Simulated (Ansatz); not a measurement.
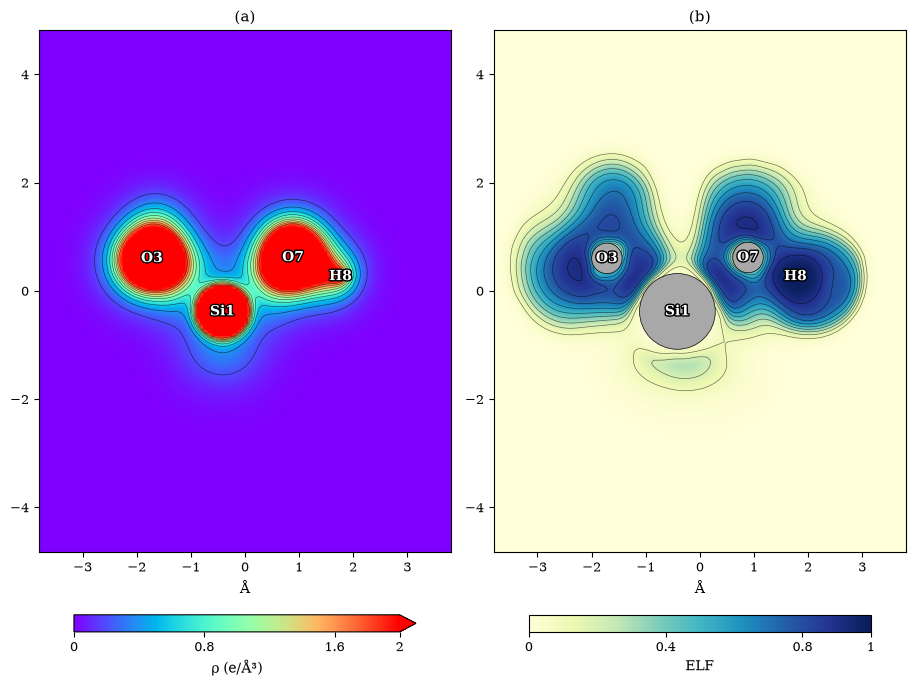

The picture shows: H4O3Si···Cl (doublet). (a) total electron density; (b) electron localisation function on the plane of atoms Si1, O7 and H8. Grey discs cover the atomic cores in the ELF map.

The calculation used Ansatz, UHF/def2-SVP.

```xyz
9

Si   -0.0179   -0.0348    0.0677
H     0.2574    0.1836    1.4888
O     1.3308    0.0277   -0.8526
H     1.8290   -0.7608   -0.9977
O    -1.0341    1.1637   -0.3752
H    -1.2045    1.3242   -1.2905
O    -0.6491   -1.5311   -0.1733
H    -1.4104   -1.8175    0.3055
Cl   -0.1941   -0.2037    3.9941
```

Q: What do the fields say about this system?

A:
- The plane passes through Si, O and H nuclei.
- Si–O (1.63 Å): ρ at the midpoint is about 1.1 e/Å³; the ELF peaks at about 0.90 between the atoms, as expected for a polar covalent bond.
- O–H (0.94 Å): ρ is about 3.8 e/Å³ halfway; the ELF climbs to about 1 towards the hydrogen, as it does in any bond to H; a covalent bond by its length.
- The ELF also peaks beside O3 and O7, away from the bonds: non-bonding electrons, paired or unpaired.
